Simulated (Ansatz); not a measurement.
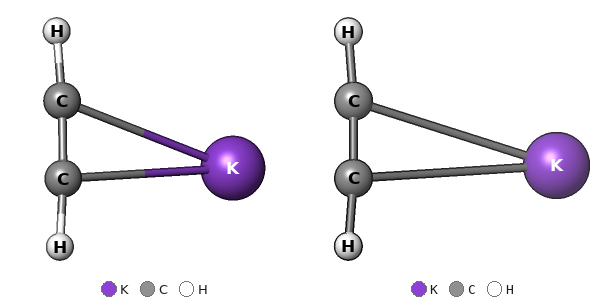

Two views of one molecule.

The species has charge +1 and is a spin singlet. The computed structure is the end point of a PBE0-D4/def2-TZVP optimisation.

Give the formula.

C₂H₂K⁺, 5 atoms: 2 carbon, 2 hydrogen and 1 potassium.

Count the bonded pairs by element.

2 C–K, 2 C–H, 1 C–C. Sticks follow a distance rule.

How many atoms are distinct by symmetry?

3: 1 K, 2 C, 2 H.

What is the point group of this geometry?

C2v.

More results for the same structure follow; atom numbers are the same in all pictures, views and colours differ.

**Geometry**

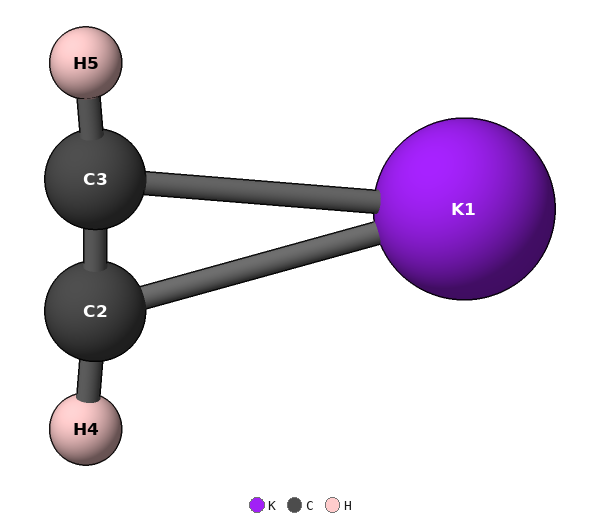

Numbered structure.

How are the neighbours of atom 2 arranged?

C2 has 3 neighbours (K1 at 3.14, C3 at 1.20, H4 at 1.07 Å); the arrangement is T-shaped.

**Thermal motion**

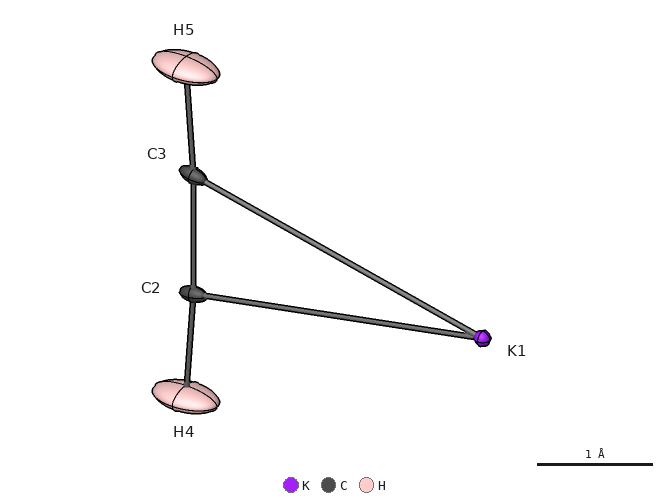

Displacement ellipsoids at the 50 % level, from the internal vibrations of the free molecule (harmonic, no overall translation or rotation; no half-axis is drawn under 0.075 Å). Vibrations computed with RKS PBE0-D4/def2-TZVP (Ansatz 0.2.0). Temperature: 100 K.

Which atom has the largest mean-square displacement?

H4, H5, with U_eq = 0.0227 Å².

Does H4 move more along its bond or across it?

Across it: the root-mean-square amplitude is 0.075 Å along the bond and up to 0.213 Å across, since bending and torsion are softer than stretching.

List U_eq and the three principal root-mean-square amplitudes for each kind of atom.

| atom | U_eq (Å²) | rms amplitudes (Å) |
| --- | --- | --- |
| K1 | 0.00063 | 0.000, 0.012, 0.042 |
| C2, C3 | 0.0032 | 0.022, 0.022, 0.092 |
| H4, H5 | 0.0227 | 0.072, 0.133, 0.213 |

**Electronic properties**

Properties computed with RKS PBE0-D4/def2-TZVPPD (Ansatz 0.2.0).

Estimate the HOMO energy (Kohn–Sham orbital).

−12.91 eV.

Give the HOMO–LUMO gap at this level.

7.90 eV.

**Charges**

The questions are on Mulliken charges. Level of theory: RKS PBE0-D4/def2-TZVP (Ansatz 0.2.0).

Give the Mulliken charges atom by atom.

```
atom  value (e)
  K1       0.95
  C2      −0.21
  C3      −0.21
  H4       0.23
  H5       0.23
```

Mulliken values depend strongly on the basis set and can even reverse the polarity of a bond.
